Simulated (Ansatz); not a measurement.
**BGeH5 (SMILES [BH2][GeH3]) at CCSD(T)/aug-cc-pVDZ**

What is the vertical singlet–triplet gap of BGeH5 at CCSD(T)/aug-cc-pVDZ? 

Program for the calculation: Ansatz 0.2.0.

48 further runs of the same task are left out: 48 set aside as unsound or not needed.

## 1. Starting point

BGeH5: 7 atoms, total charge 0, spin state singlet. SMILES: `[BH2][GeH3]`. The coordinates come from a PBE0-D4/def2-TZVP relaxation.

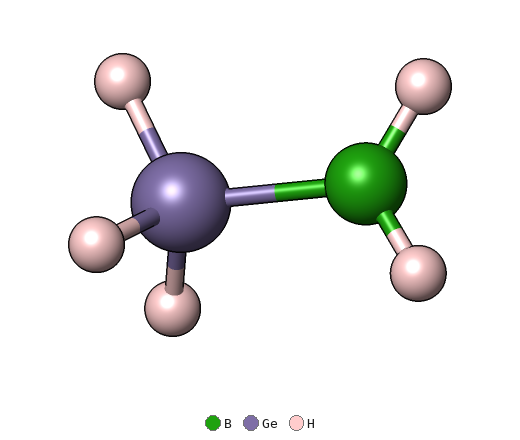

The structure, seen from a chosen angle (boron green, germanium purple, hydrogen pink).

## 2. The energy at CCSD(T)/aug-cc-pVDZ

job.yaml

```yaml
crystal:
  periodic: [false, false, false]
  atoms:
    - {symbol: B, position_ang: [0.007500, -1.219800, 0.268100]}
    - {symbol: Ge, position_ang: [0.048900, 0.786100, -0.183400]}
    - {symbol: H, position_ang: [-1.044400, -1.784600, 0.312800]}
    - {symbol: H, position_ang: [0.997700, -1.849300, 0.488600]}
    - {symbol: H, position_ang: [-0.601100, 1.019700, -1.562200]}
    - {symbol: H, position_ang: [-0.799800, 1.566200, 0.840700]}
    - {symbol: H, position_ang: [1.452500, 1.413700, -0.210300]}
basis:
  gaussian: {orbitals: aug-cc-pVDZ}
scf: {omitted_lower_state_checks: [cluster_reference, increment]}
correlation: {method: ccsd_t, frozen_orbitals: {B: 1, Ge: 9, H: 0}}
accuracy: high
```

Command:

```
ansatz run job.yaml --threads 1 --pin off --max-ram 3480MiB --events-out events.jsonl --progress --plain --runs-dir runs
```

Output, cut to the lines that bear on the results:

```text
Warning: RAYON_NUM_THREADS=1 ignored (pool sized by the plan → 1); use --threads N
Functional definition: HF
  name "HF"
[...]
2078 factors; integrals over basis functions are off by at most 4.6e-9 eV
[...]
mean field -57222.41093424 eV, -2102.8848150902 hartree, gradient 2.7e-8 eV, S^2 0.000000; 0 other end points of the search recorded, 0 dependent functions left out
10 core orbitals not correlated: weight in the atoms' cores, before any rotation towards them, 1.000 or more for the frozen orbitals, at most 0.000 for the correlated occupied ones
reference -57222.41093424 eV, -2102.8848150902 hartree; 11, 11 occupied and 83, 83 virtual orbitals, 2078 factors
second order -5.94006703 eV of doubles, -0.00000000 eV of singles
cycle   1  -6.80173773 eV  change   -8.6e-1 eV  update   7.2e-2
[...]
cycle  20  -7.14708085 eV  change   8.1e-11 eV  update  8.9e-10
perturbative correction -0.19257424 eV, -0.0070769728 hartree
Total energy: -57229.75058933 eV, -2103.1545424398 hartree
Checks for a lower state left out: cluster_reference, increment
```

Run time: 14 s. Hardware: 1 thread of AMD EPYC 9R45 (Zen 5), shared host; peak memory 0.75 GiB.

## 3. The triplet at the same level

in.yaml

```yaml
crystal:
  periodic: [false, false, false]
  atoms:
    - {symbol: B, position_ang: [0.007500, -1.219800, 0.268100]}
    - {symbol: Ge, position_ang: [0.048900, 0.786100, -0.183400]}
    - {symbol: H, position_ang: [-1.044400, -1.784600, 0.312800]}
    - {symbol: H, position_ang: [0.997700, -1.849300, 0.488600]}
    - {symbol: H, position_ang: [-0.601100, 1.019700, -1.562200]}
    - {symbol: H, position_ang: [-0.799800, 1.566200, 0.840700]}
    - {symbol: H, position_ang: [1.452500, 1.413700, -0.210300]}
basis:
  gaussian:
    orbitals: aug-cc-pVDZ
magnetization:
  spin_polarized: true
  initial_magnetization: 2
correlation:
  method: ccsd_t
  frozen_orbitals: {B: 1, Ge: 9, H: 0}
accuracy: high
scf:
  omitted_lower_state_checks: [cluster_reference, increment]
```

Command:

```
ansatz run in.yaml --threads 1 --pin off --max-ram 3480MiB --events-out events.jsonl --progress --plain --runs-dir runs
```

Output, cut to the lines that bear on the results:

```text
Warning: RAYON_NUM_THREADS=1 ignored (pool sized by the plan → 1); use --threads N
[... 2 set-up lines as earlier in the session ...]
[...]
2078 factors; integrals over basis functions are off by at most 4.6e-9 eV
[...]
mean field -57219.03626096 eV, -2102.7607981345 hartree, gradient 2.9e-8 eV, S^2 2.013413; 1 other end points of the search recorded, 0 dependent functions left out
10 core orbitals not correlated: weight in the atoms' cores, before any rotation towards them, 1.000 or more for the frozen orbitals, at most 0.000 for the correlated occupied ones
reference -57219.03626096 eV, -2102.7607981345 hartree; 12, 10 occupied and 82, 84 virtual orbitals, 2078 factors
second order -5.67700315 eV of doubles, -0.00000000 eV of singles
cycle   1  -6.54005292 eV  change   -8.6e-1 eV  update   7.5e-2
[...]
cycle  30  -6.92054282 eV  change   6.7e-10 eV  update   1.6e-9
perturbative correction -0.19992732 eV, -0.0073471935 hartree
Total energy: -57226.15673110 eV, -2103.0224705856 hartree
Checks for a lower state left out: cluster_reference, increment
```

It took 55 s on 1 thread of AMD EPYC 9R45 (Zen 5), shared host; peak memory 1.5 GiB.

## 4. What came out

Level: CCSD(T)/aug-cc-pVDZ, 10 core orbitals frozen.

| quantity | value |
| --- | --- |
| singlet: total energy | -2103.15454 Eh |
| singlet: correlation energy (10 core orbitals frozen) | -269.7 mEh |
| singlet: (T) correction | -7.08 mEh |
| singlet: T1 diagnostic | 0.009 |
| triplet: total energy | -2103.02247 Eh |
| triplet: correlation energy (10 core orbitals frozen) | -261.7 mEh |
| triplet: (T) correction | -7.35 mEh |
| triplet: ⟨S²⟩ of the reference determinant | 2.013 |
| triplet: T1 diagnostic | 0.014 |
| vertical energy of the triplet above the singlet | 3.594 eV |

What this shows: At this shape the triplet lies 3.59 eV (347 kJ/mol) above the singlet. The triples (singlet) make up 2.6 % of the correlation energy. The triples (triplet) make up 2.8 % of the correlation energy.
